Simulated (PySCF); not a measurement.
## NMR shielding calculation, with input and output: C₄H₄O₂Si

The run: NMR shielding calculation of C₄H₄O₂Si. Method and program: GIAO PBE0/pcSseg-1 NMR shielding, non-relativistic, gas phase (PySCF 2.14.0).

The geometry comes from this level: GFN2-xTB. It belongs to a series of runs on one base structure; here: constitutional isomer. Figures and captions count atoms from 1; the log counts them from 0 in places.

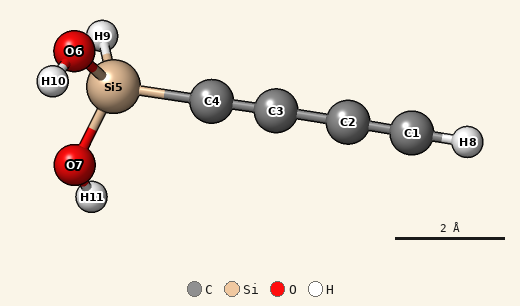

The structure (ball-and-stick view, seen at a tilt; atoms are numbered from 1 in the order of the input). Bond lengths as drawn: C–C 1.21 to 1.36 Å, C–H 1.05 Å, C–Si 1.86 Å, H–O 0.95 Å, H–Si 1.45 Å and O–Si 1.62 to 1.63 Å.

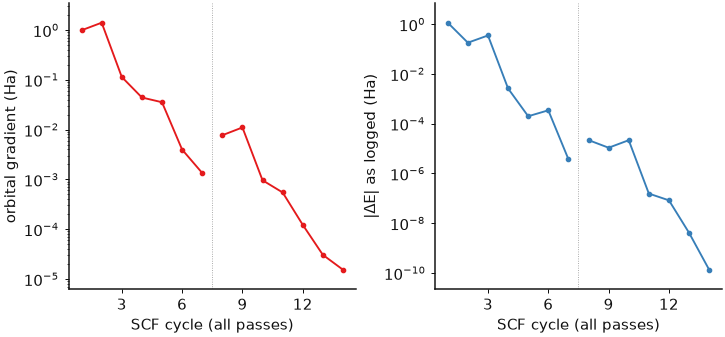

Convergence of the self-consistent field: orbital gradient and size of the energy change against the SCF cycle. The dotted line marks the change from a coarse to the final integration grid. The first 7 cycles use a coarse grid, the final grid takes over at cycle 8, and the field converges after 14 cycles in all.

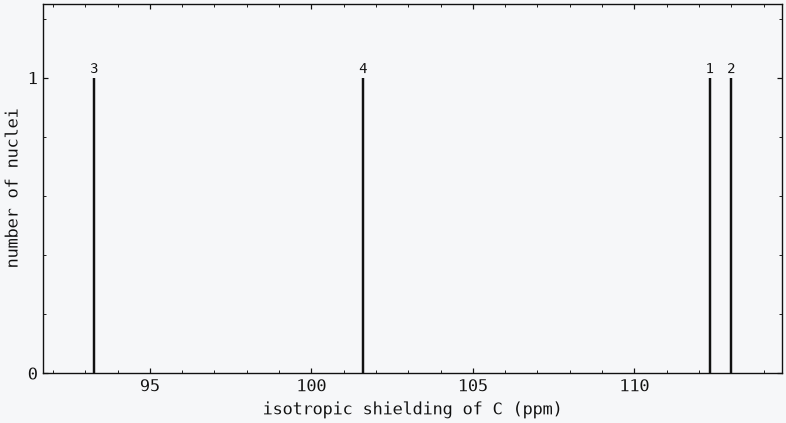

Isotropic shieldings of the carbon nuclei in this fixed geometry, labelled by atom number; shielding grows to the right, so chemical shift grows to the left. The least shielded is C3 (93.3 ppm), the most shielded C2 (113.0 ppm).

The input that produced these results follows, with the program's output.

### The input
```
{"job": {"kind": "nmr", "xc": "PBE0", "basis": "pcSseg-1"}, "charge": 0, "multiplicity": 1}
C      3.739711    -1.074919     0.354155
C      2.608736    -0.718697     0.138805
C      1.329396    -0.323152    -0.093033
C      0.184147     0.027454    -0.282704
Si    -1.571304     0.527102    -0.618026
O     -1.867699     2.043989    -0.140366
O     -2.567113    -0.432194     0.253265
H      4.725740    -1.381160     0.536322
H     -1.849815     0.496168    -2.045197
H     -2.204955     2.217377     0.734324
H     -2.521420    -1.379298     0.176414
```

The first line tells a small driver script what to run in PySCF; the rest is the geometry in Å.

Run as:
```bash
OMP_NUM_THREADS=1 python <driver script> task.json out
```

### Output
```
coarse grid: 10624 points
cycle   1  E = -593.9915682682  dE =  1.137e+00  |g| = 9.821e-01  |ddm| = 3.617e+00
cycle   2  E = -593.8131498713  dE =  1.784e-01  |g| = 1.394e+00  |ddm| = 2.254e+00
cycle   3  E = -594.1615500846  dE = -3.484e-01  |g| = 1.133e-01  |ddm| = 1.603e+00
cycle   4  E = -594.1641238290  dE = -2.574e-03  |g| = 4.393e-02  |ddm| = 1.471e-01
cycle   5  E = -594.1643206828  dE = -1.969e-04  |g| = 3.529e-02  |ddm| = 6.183e-02
cycle   6  E = -594.1646613587  dE = -3.407e-04  |g| = 3.957e-03  |ddm| = 3.190e-02
cycle   7  E = -594.1646650640  dE = -3.705e-06  |g| = 1.341e-03  |ddm| = 5.209e-03
final grid: 100664 points
cycle   8  E = -594.2284483160  dE = -2.161e-05  |g| = 7.681e-03  |ddm| = 9.453e-02
cycle   9  E = -594.2284376351  dE =  1.068e-05  |g| = 1.100e-02  |ddm| = 1.524e-02
cycle  10  E = -594.2284590466  dE = -2.141e-05  |g| = 9.573e-04  |ddm| = 8.383e-03
cycle  11  E = -594.2284591996  dE = -1.531e-07  |g| = 5.451e-04  |ddm| = 1.066e-03
cycle  12  E = -594.2284592815  dE = -8.187e-08  |g| = 1.222e-04  |ddm| = 6.101e-04
cycle  13  E = -594.2284592856  dE = -4.051e-09  |g| = 3.050e-05  |ddm| = 1.425e-04
cycle  14  E = -594.2284592857  dE = -1.326e-10  |g| = 1.533e-05  |ddm| = 3.347e-05
converged SCF energy = -594.2284592857

GIAO shielding tensors (ppm)
atom      isotropic    diamagn.    paramagn.     s11        s22        s33       span
  0 C      112.329     264.174    -151.845     33.914     34.934    268.138    234.224
  1 C      112.994     245.816    -132.822     24.278     24.452    290.253    265.976
  2 C       93.272     246.850    -153.578      8.518     10.294    261.004    252.486
  3 C      101.602     270.087    -168.485      2.894      6.319    295.593    292.699
  4 Si     403.269     878.997    -475.728    374.973    400.181    434.653     59.679
  5 O      294.576     386.549     -91.973    253.375    309.200    321.153     67.778
  6 O      287.831     388.768    -100.937    252.064    293.469    317.960     65.896
  7 H       30.388      34.489      -4.101     25.044     25.064     41.057     16.013
  8 H       26.926      28.235      -1.309     23.561     24.560     32.659      9.098
  9 H       29.632      30.355      -0.722     21.891     24.273     42.733     20.842
 10 H       30.226      31.781      -1.555     22.378     24.813     43.488     21.109
```

### Key numbers

```tsv
quantity	value
outcome	converged
total energy	−594.228459 hartree
HOMO	−7.70 eV
LUMO	−1.33 eV
dipole moment	1.99 D
isotropic shielding, C	93.3 to 113.0 ppm
isotropic shielding, Si	403.3 ppm
isotropic shielding, O	287.8 to 294.6 ppm
isotropic shielding, H	26.9 to 30.4 ppm
hardware	1 CPU thread, shared host
wall time	14 s
peak memory	0.69 GiB
```
